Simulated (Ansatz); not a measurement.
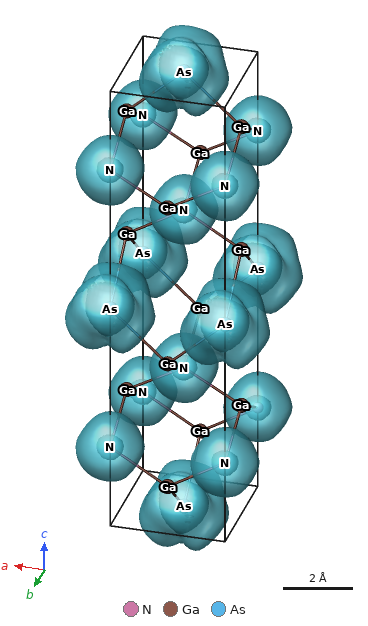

Ga₃AsN₂. Isosurface of the electron localisation function at 0.6 (cyan), seen at an oblique angle. Only the valence region is drawn (cores and ρ < 0.01 e/Å³ removed). Sticks mark near contacts.

Space group I-4m2; started from the ordered alloy on zincblende lattice prototype, which need not be the ambient phase; computed pressure about 5 GPa in this cell.

All numbers below come from Ansatz, DFT, PBE, plane waves, PAW.

Question: Where are the electrons localised?

Answer: At this value the surface marks out two regions on As in which the atom's valence shell and bonds are merged and four regions wrapped around N (the valence shell of each), counted in one cell of 12 atoms. Any copies at cell faces, edges or corners count once.

Values along the shortest contacts:
Ga–N (2.00 Å): the ELF peaks at about 0.85 in the valence shell of N, 0.7 Å from its nucleus, and is about 0.45 at the midpoint. Ga–As (2.34 Å): the ELF peaks at about 0.75 between the atoms (localised, covalent bonding).
